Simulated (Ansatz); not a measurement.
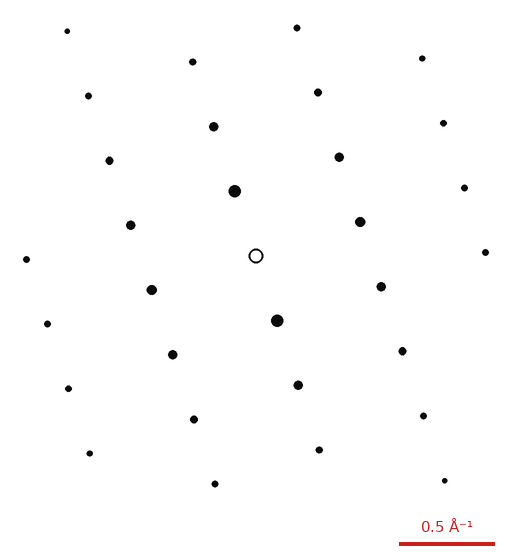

Simulated selected-area electron diffraction pattern (200 kV, kinematic approximation, thin crystal, B = 0.5 Å² for all atoms).

Phase: Lu, space group P6_3/mmc (No. 194), a = 3.457 Å, c = 11.149 Å (hexagonal axes). Structure: coordinates from a relaxation at fixed volume with Ansatz 0.2.0, DFT PBE, spin-orbit coupling, plane waves, PAW; the starting structure was generated, so it need not be a known form of this composition.

**Determine the zone axis from the geometry of the pattern.**

The spots form a rectangular net whose two shortest vectors correspond to d = 2.79 Å and 1.73 Å, 90.0° apart. They index as 0 0 4 and 1 -2 0, so the zone axis is [210] (or an equivalent direction of <210>). The zone [212] gives nearly the same net, so geometry alone does not settle it; this pattern was computed for [210].

**Which reflections of this zone are missing, and why?**

A glide plane extinguishes reflections such as 1 -2 -1, 1 -2 1, 1 -2 -3; a screw axis and a glide plane both extinguish reflections such as 0 0 1, 0 0 3, 0 0 5; reflections such as 0 0 2, 0 0 6, 1 -2 -2 are allowed but too weak to see at this display level.
